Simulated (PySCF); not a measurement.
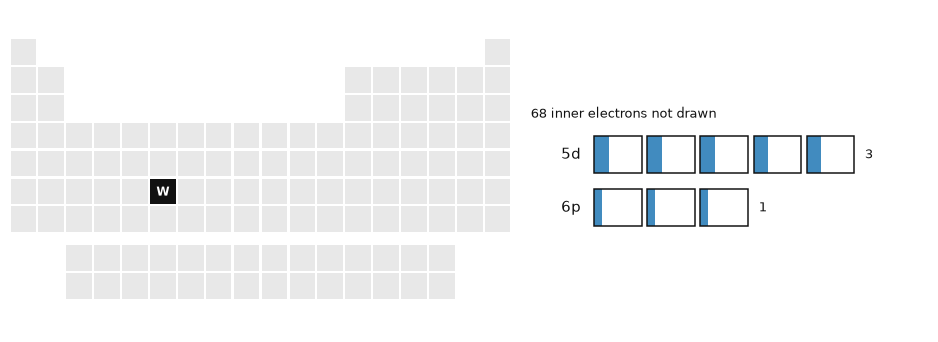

**Figure 1.** Left, the place of tungsten in the periodic table; right, the outer shells of the nominal configuration: a box for each of the 2l + 1 orbitals, shaded by the share of the shell that is filled, with the electron count at the right.

**Run report: W²⁺, atomic calculation**

W²⁺, configuration 1s2 2s2 2p6 3s2 3p6 3d10 4s2 4p6 4d10 4f14 5s2 5p6 5d3 6p1, multiplicity 5. Computed at this level: unrestricted BHandHLYP, def2-QZVPPD with ECP60, scalar-relativistic core potential (PySCF).

Key numbers:

- outcome: converged
- total energy (valence electrons, under a core potential): −65.667194 hartree
- ⟨S²⟩: 6.002
- ⟨L²⟩: 14.02
- SCF iterations: 6
- hardware: 1 CPU thread, shared host
- CPU time: 1.7 s (integrals apart)

Notes:

The driver held the occupations shell by shell, and empty d and s levels lie below the filled 6p. This is not the ground configuration of the species. ⟨L²⟩ departs from that of the intended term, so the determinant mixes terms.

Input file:
```python
from pyscf import gto, scf, dft, mp, cc
mol = gto.M(atom="W 0 0 0", charge=2, spin=4, symmetry="D2h",
            basis="def2-QZVPPD",
            ecp="def2-QZVPPD")
mf = dft.UKS(mol, xc="BHANDHLYP")
mf.irrep_nelec = {'Ag': (1, 1), 'B1g': (1, 0), 'B2g': (1, 0), 'B3g': (1, 0), 'B1u': (1, 1), 'B2u': (2, 1), 'B3u': (1, 1)}
mf.kernel()
```

The script is an equivalent of what the driver set up; the driver started from orbitals of its own, so the log can be shorter than this script's would be, and it computed the properties (radii, ⟨L²⟩, response) afterwards. It held the occupations shell by shell, which the script's counts by irreducible representation don't always enforce.

The program's output (extracts):
```
damping factor = 0
level_shift factor = 0
DIIS = <class 'pyscf.scf.diis.CDIIS'>
diis_start_cycle = 1
diis_space = 10
diis_damp = 0
SCF conv_tol = 1e-09
SCF conv_tol_grad = None
number electrons alpha = 8  beta = 4
XC functionals = BHANDHLYP
    A. D. Becke.,  J. Chem. Phys. 98, 1372 (1993)
    Defined through Gaussian implementation.
cycle= 1 E= -65.6670937384615  delta_E= -0.00467  |g|= 0.0148  |ddm|= 0.137
cycle= 2 E= -65.6671901187284  delta_E= -9.64e-05  |g|= 0.00243  |ddm|= 0.0215
cycle= 3 E= -65.6671938433614  delta_E= -3.72e-06  |g|= 0.000539  |ddm|= 0.00688
cycle= 4 E= -65.6671940347157  delta_E= -1.91e-07  |g|= 7.56e-05  |ddm|= 0.00116
cycle= 5 E= -65.6671940439293  delta_E= -9.21e-09  |g|= 7.96e-06  |ddm|= 0.000379
cycle= 6 E= -65.6671940440276  delta_E= -9.82e-11  |g|= 8.08e-07  |ddm|= 3.25e-05
converged SCF energy = -65.6671940440276  <S^2> = 6.0015028  2S+1 = 5.0006011
```

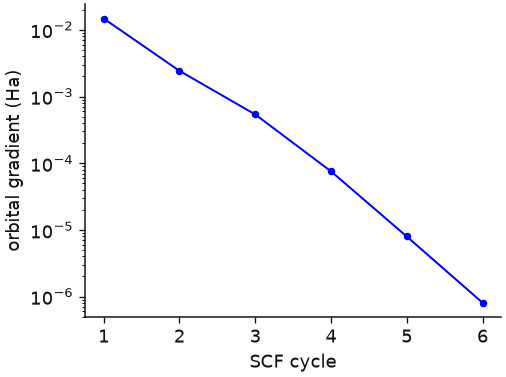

**Figure 2.** Convergence: orbital gradient against the SCF cycle. The residual falls at every step. It goes from 0.015 to 8.1×10⁻⁷ in 6 steps.

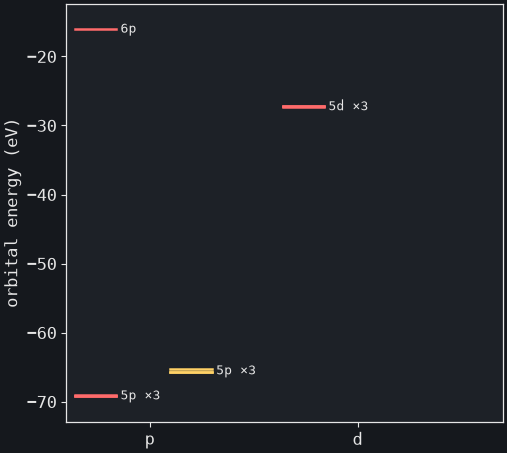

**Figure 3.** Orbital energies of the mean field, from the top down to −69.2 eV, by angular momentum, α spin at the left of each column and β at the right; ×n counts the orbitals under one label. Empty levels that the record names by l alone aren't drawn. The highest filled orbital is 6p α at −16.1 eV, the lowest empty one d α at −20.1 eV.
